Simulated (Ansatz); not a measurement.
A series of calculations on CH4BClS

## 1. Relaxation

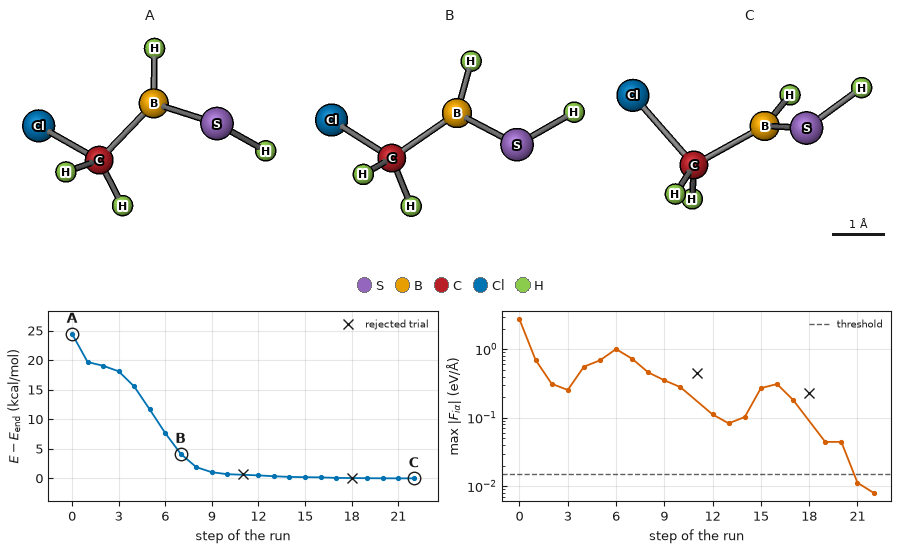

Frames of a relaxation of CH₄BClS, marked on the history of the run. Style: ball-and-stick. Shown at a tilt.

The run prepares an end point of a later path (torsion) calculation, from a guessed geometry.

All numbers below come from RKS PBE/def2-SVP (Ansatz). (no spin polarisation; force threshold 0.015 eV/Å; at most 40 steps)

**What happens along the run?**

An H atom moves most after the best rigid fit: 1.41 Å. By element the largest moves are H 1.41 Å, Cl 1.06 Å, B 0.55 Å, S 0.23 Å, C 0.14 Å. Some distances before and after: H–S 1.440 → 1.363 Å, C–H 1.166 → 1.107 Å, C–H 1.058 → 1.109 Å, B–S 1.832 → 1.788 Å. Bond angles that change, for instance: B–C–H 108.3° → 116.4°, B–C–Cl 109.9° → 103.1°, B–S–H 93.2° → 98.2°. Groups turn about B–S by about 90°, B–C by about 65°. Over 20 accepted moves (22 points after the start) the energy falls by 24.5 kcal/mol. The largest force component goes from 2.7 to 0.008 eV/Å. The line search rejected the trial steps at points 11, 18 of the run. From step 0 to 7: an H atom moves most (0.82 Å), energy −20.3 kcal/mol. From step 7 to 22: an H atom moves most (0.94 Å), energy −4.13 kcal/mol.

```tsv
step	E − E(0), kcal/mol	largest force component, eV/Å	note
0	0.00	2.7287	
1	-4.77	0.6993	
2	-5.40	0.3131	
3	-6.34	0.2547	
4	-8.91	0.5565	
5	-12.79	0.6890	
6	-16.80	1.0063	
7	-20.33	0.7264	
8	-22.57	0.4596	
9	-23.42	0.3527	
10	-23.75	0.2797	
11	-23.71	0.4522	rejected
12	-23.96	0.1117	
13	-24.10	0.0829	
14	-24.21	0.1027	
15	-24.26	0.2709	
16	-24.29	0.3109	
17	-24.38	0.1824	
18	-24.32	0.2325	rejected
19	-24.43	0.0444	
20	-24.45	0.0444	
21	-24.46	0.0113	
22	-24.46	0.0080
```

## 2. Relaxation

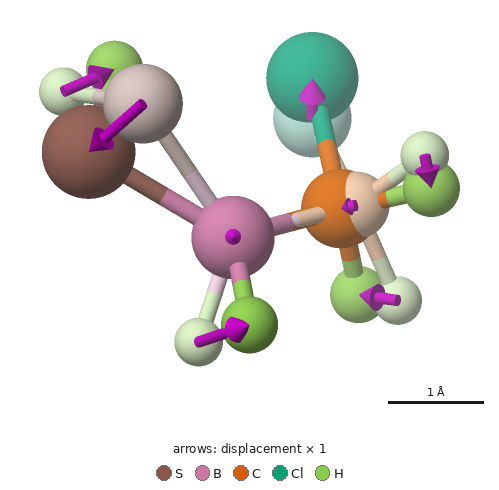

A relaxation of CH₄BClS. The starting structure is drawn faded, the final one solid; purple arrows show the displacements, at their true length. The two geometries are superimposed by the best rigid fit.

Style: ball-and-stick. Shown from a free direction.

The run prepares an end point of a later path (torsion) calculation, from a guessed geometry.

Level of theory: RKS PBE/def2-SVP in Ansatz 0.2.0. Set-up: no spin polarisation; force threshold 0.015 eV/Å; at most 40 steps.

**What did the optimiser do to the structure, and how much energy did it gain?**

After 13 accepted moves (14 points after the start) the energy has fallen by 1.297 eV. The largest force component goes from 3.2 to 0.0049 eV/Å. The line search rejected the trial step at point 10 of the run. The largest move after the best rigid fit is that of an H atom, 0.92 Å. Largest moves by element: H 0.92 Å, S 0.87 Å, Cl 0.51 Å, C 0.18 Å, B 0.14 Å. Some distances before and after: H–S 1.440 → 1.374 Å, B–S 1.832 → 1.774 Å, C–H 1.166 → 1.111 Å, C–H 1.058 → 1.111 Å. Bond angles that change, for instance: S–B–C 118.3° → 125.2°, B–C–Cl 109.9° → 116.6°, H–C–H 110.4° → 106.0°. Groups turn about B–S by about 90°, B–C by about 60°.

## 3. Path

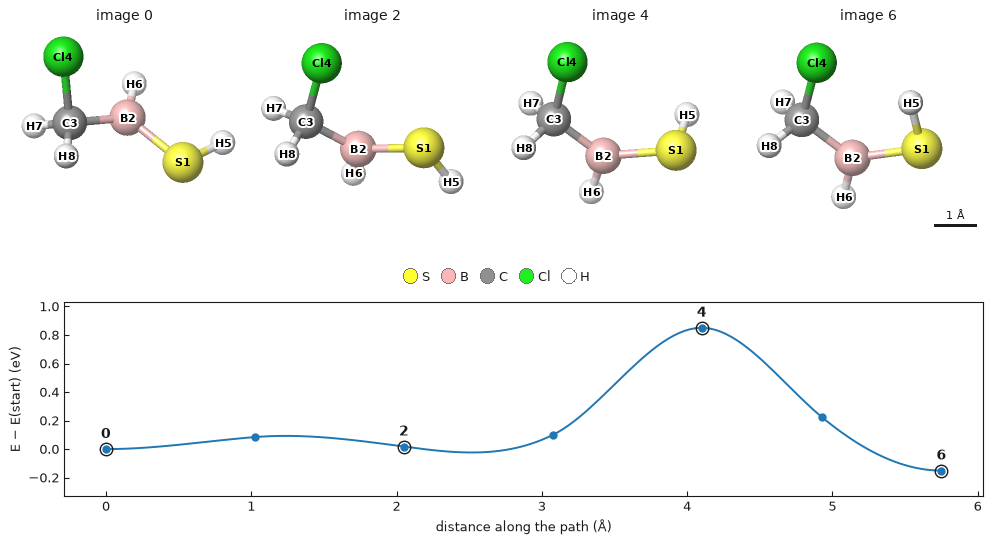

A nudged-elastic-band calculation for CH4BClS. Images are numbered from 0 (start) to 6 (end). The picture is a ball-and-stick view, seen at a tilt.

Theory: Ansatz, RKS PBE/def2-SVP. Settings: 5 movable images; climbing image; force threshold 0.03 eV/Å; iteration limit 60; starting path through a guess of the saddle point.

Question: Describe the mechanism and the energy profile.

Answer: The path has more than one stage, and so few images may leave a stage unresolved. No bond forms or breaks between the ends. Bond angles that change up to the highest image, for instance: B2–C3–Cl4 103.1° → 119.1°, B2–C3–H8 116.4° → 106.6°. The energy climbs by 0.85 eV to image 4 and then falls by 1.00 eV, so the end point sits at −0.15 eV. The profile has 2 maxima (images 1, 4) with a dip at image 2 (+0.02 eV), so the process runs in steps. The band converged in 39 iterations. The largest component of the band force went from 170 to 0.02 eV/Å. The climbing image converged on the top of the path. Its vibrational analysis gives one imaginary mode (656i cm⁻¹), as a transition state must have.

The run took 7.5 min on 1 thread of Intel(R) Xeon(R) Processor @ 2.70GHz, on a shared host, peak memory 0.13 GiB.
